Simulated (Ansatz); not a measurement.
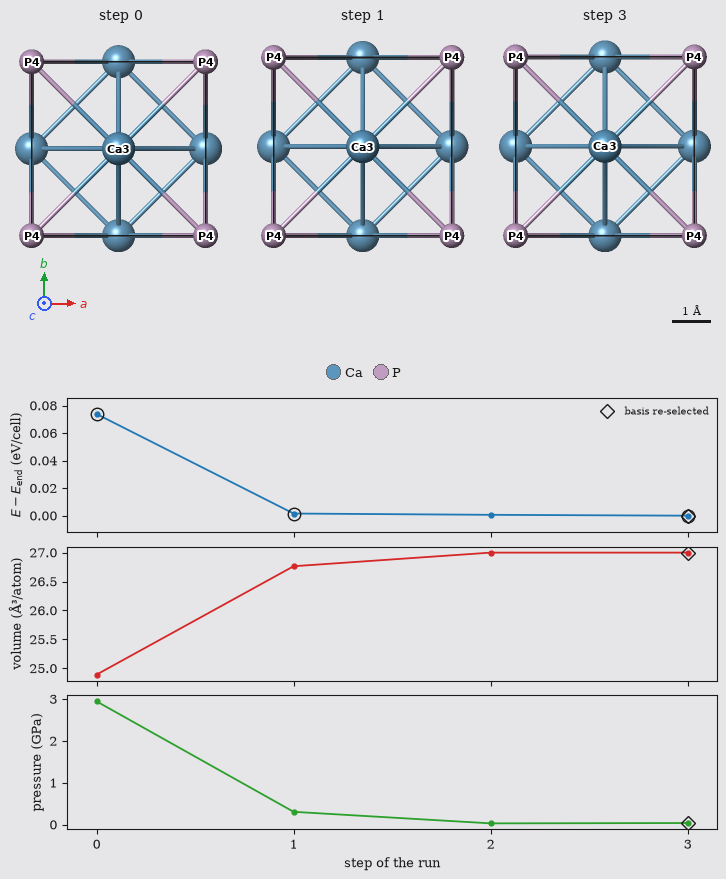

Frames of a relaxation of crystalline Ca3P (built on the Cu3Au (L1_2)_221 type), marked on the history of the run. A ball-and-stick model of the cell of the calculation, seen along the c axis.

Case: Cu3Au (L1_2) type (Pm-3m, No. 221).

Computed with Ansatz, DFT PBE, scalar-relativistic, plane waves, PAW.

The input:
```yaml
crystal:
  lattice:
    - [4.6348797262, 0.0, 0.0]
    - [0.0, 4.6348797262, 0.0]
    - [0.0, 0.0, 4.6348797262]
  atoms:
    - { symbol: Ca, position: [0.0, 0.5, 0.5] }
    - { symbol: Ca, position: [0.5, 0.0, 0.5] }
    - { symbol: Ca, position: [0.5, 0.5, 0.0] }
    - { symbol: P, position: [0.0, 0.0, 0.0] }
basis:
  ecutwfc: 420
kpoints:
  mp_grid: { grid: [10, 10, 10] }
hamiltonian:
  xc: pbe
scf:
  occupations: { method: gaussian, width: 0.1 }
output:
  forces: true
  stress: true
  eigenvalues: true
relax:
  adjacent_minimum: "off"
  f_tol: 0.01
  max_steps: 80
  cell: { stress_tol: 0.05 }
```

Command:
```bash
ansatz run input.yaml --threads 1 --pin off --max-ram 2560MiB --backend cpu --events-out ev --progress --plain --runs-dir out
```

### What happens along the run?

The energy falls by 73.9 meV per cell of the calculation in 2 accepted moves (3 points after the start). All forces vanish by symmetry, so only the cell relaxes. The pressure goes from 2.94 to 0.04 GPa. The SCF was repeated once at an unchanged geometry on a basis and grid sized afresh for the cell, which shifted the energy by 0.6 meV per cell of the calculation at most. The atoms keep their places relative to the cell (all moves are under 0.005 Å). The drawn cell changes as follows: a = b = c 4.635 → 4.762 Å (+2.7 %); the volume changes by +8.5 %. Among the contacts that change: Ca1–P4 3.277 → 3.367 Å, Ca1–Ca2 3.277 → 3.367 Å. The space group stays Pm-3m (No. 221). From step 0 to 1: volume +7.5 %, energy −72.3 meV per cell of the calculation. From step 1 to 3: volume +0.9 %, energy −1.6 meV per cell of the calculation.

```
step  E − E(0), meV/atom  pressure, GPa  volume, Å³/atom                      note
   0                0.00           2.94           24.892                          
   1              -18.08           0.31           26.764                          
   2              -18.31           0.03           27.000                          
   3              -18.47           0.04           27.000  same geometry, new basis
```
